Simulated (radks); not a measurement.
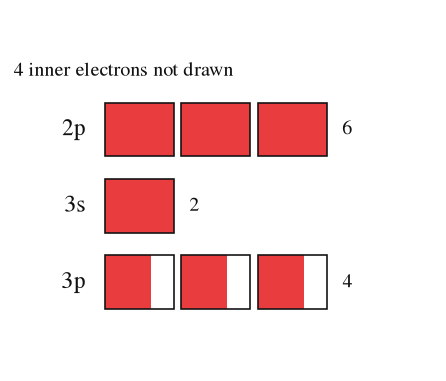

Fig. 1: The outer shells as the input fills them: a box for each of the 2l + 1 orbitals, shaded by the share of the shell that is filled, with the electron count at the right.

**Atomic calculation, with input and output: K³⁺**

System: K³⁺, configuration [Ne] 3s2 3p4.
Method: Dirac Kohn-Sham, PBE, spin-unpolarised, spherical densities, finite nucleus (radks).

### Input file
```
Z 19
configuration [Ne] 3s2 3p4
relativity Dirac
functional pbe,pbe
spin unpolarised
j_filling energy
nucleus finite rms 3.4349 fm
c 137.035999084
mesh_step 0.05
max_iterations 74
```

Energies in input and log are in hartree, lengths in bohr (the nuclear radius in fm).

The run was one of a batch that the task file lists, launched with:
```bash
python <driver script> task.json out
```

### The program's output
```
1s1/2   1   2.0000        -131.03726140
2s1/2   1   2.0000         -14.54525822
2p1/2   1   2.0000         -11.92971223
2p3/2   1   4.0000         -11.82301723
3s1/2   1   2.0000          -2.65962806
3p1/2   1   2.0000          -2.02037397
3p3/2   1   2.0000          -2.00831265
Etot -599.0416460045999
Ekin 603.301588790506
Encl -1402.9575606438123
Eh 232.78186198174902
Exc -32.1675361330426
err 2.2992228068544788e-09
it 14
```

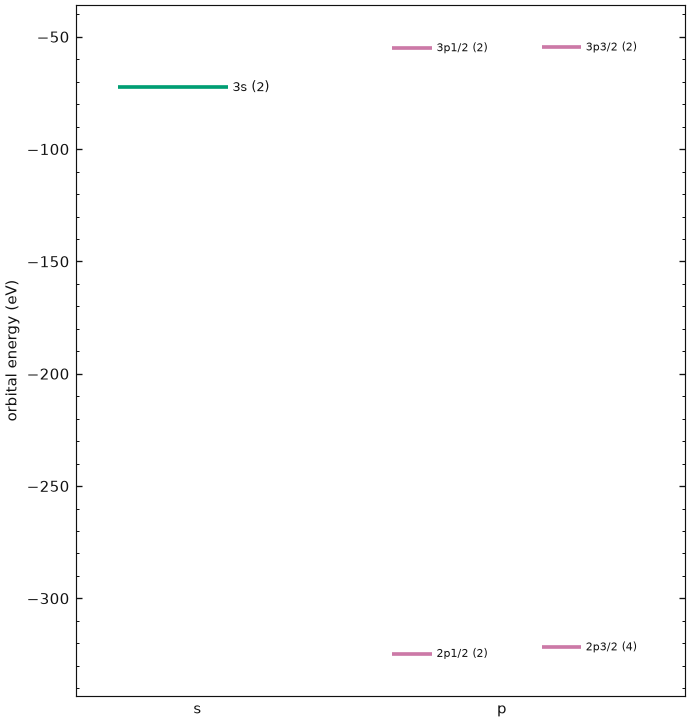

Fig. 2: The outer levels are drawn by angular momentum (occupations in brackets, the lower j at the left of each column). They are the filled levels of this odd run. The highest occupied level is 3p3/2 at −54.6 eV. The highest 3 occupied levels, from the top down, are 3p3/2 (−54.6 eV), 3p1/2 (−55.0 eV), 3s (−72.4 eV). Spin-orbit splittings: 3p 0.328 eV, 2p 2.90 eV.

### Outcome

| quantity | value |
| --- | --- |
| outcome | converged |
| total energy | −599.041646 hartree |
| kinetic energy | 603.301589 hartree |
| electron–nucleus energy | −1402.9576 hartree |
| Hartree energy | 232.781862 hartree |
| exchange–correlation energy | −32.167536 hartree |
| radius at density 0.001 e/bohr³ | 2.89 bohr |
| SCF iterations | 14 |
| hardware | 1 thread of Arm Neoverse N1, 77 GiB of memory available, shared host |

### What is odd here

A numerical setting was moved from its usual value: mesh step h = 0.05. The program ran to the end, and its total energy equals that of the same run with the usual input (−599.04164 hartree) within 10⁻⁵ hartree, so the oddity leaves no trace in it.
